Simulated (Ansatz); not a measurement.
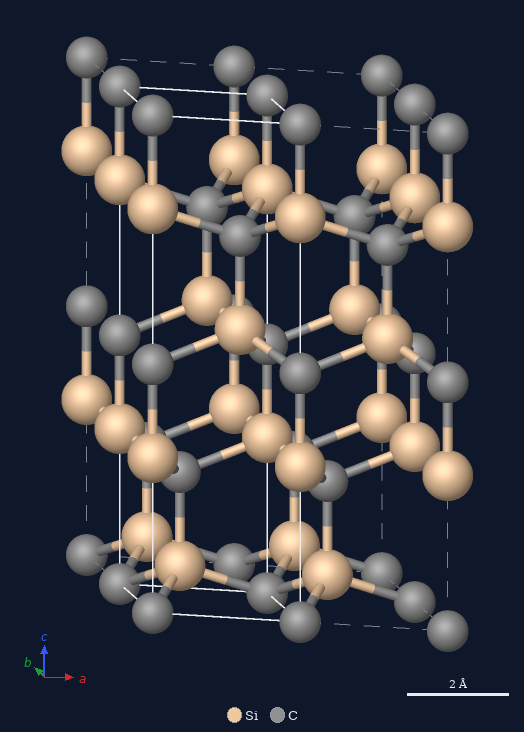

This ball-and-stick model is shown slightly off an axis. The solid box is one conventional unit cell, and 2×2×1 cells are shown.

Chemical formula SiC. Space group P6_3mc (No. 186), lattice primitive hexagonal. The cell has 8 atoms, namely 4 Si, 4 C. Each Si atom is coordinated by four C in a tetrahedral arrangement at about 1.9 Å. C bonds to four Si in a tetrahedral arrangement at about 1.9 Å. The bonds build a three-dimensional framework.

Its origin is a structure listed in the Materials Project. Earlier steps of the study may have refined or changed the cell and positions. It went into a calculation with Ansatz.
